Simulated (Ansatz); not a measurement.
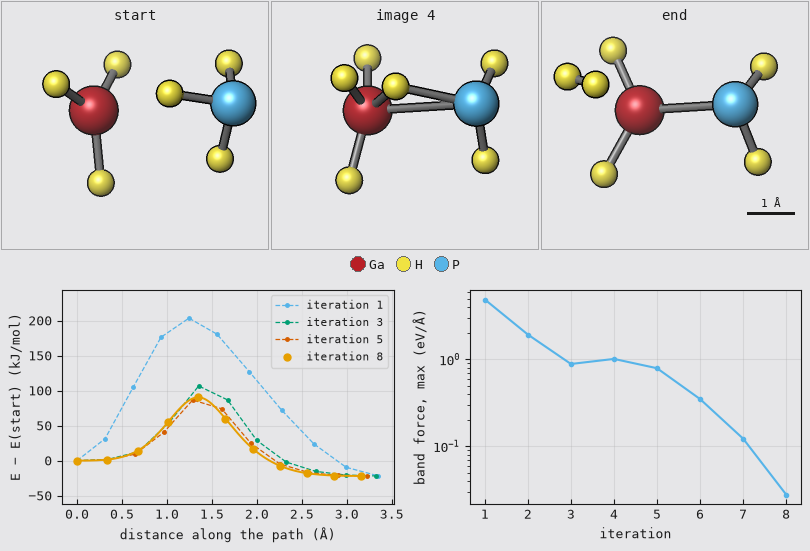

NEB run on GaPH$_{6}$, made up at the start of GaH$_{3}$ and PH₃. Images are numbered from 0 (start) to 10 (end). The plot follows the band through its iterations. The picture is a ball-and-stick view, seen at a tilt.

Computed with RKS PBE0/def2-SVP in Ansatz. Settings: 9 movable images; climbing image; force threshold 0.05 eV/Å; iteration limit 51; starting path through a guess of the saddle point.

Question: Judge this run.

Answer: The result is final at these settings. The band converged in 8 iterations. The largest component of the band force went from 4.9 to 0.028 eV/Å. The climbing image converged on the top of the path. Its vibrational analysis gives one imaginary mode (1176i cm⁻¹), as a transition state must have. The first iteration put the highest image at 203.5 kJ/mol. The energy climbs by 90.4 kJ/mol to image 4 and then falls by 112.3 kJ/mol, so the end point sits at −21.9 kJ/mol.

Limits of the set-up: the start holds two separate molecules, 2.5 Å apart at their closest, whose relative position is a soft coordinate and is computed without a dispersion correction.

Cost: 3.7 min on 1 thread of Arm Neoverse V1 (shared host), peak memory 0.16 GiB.
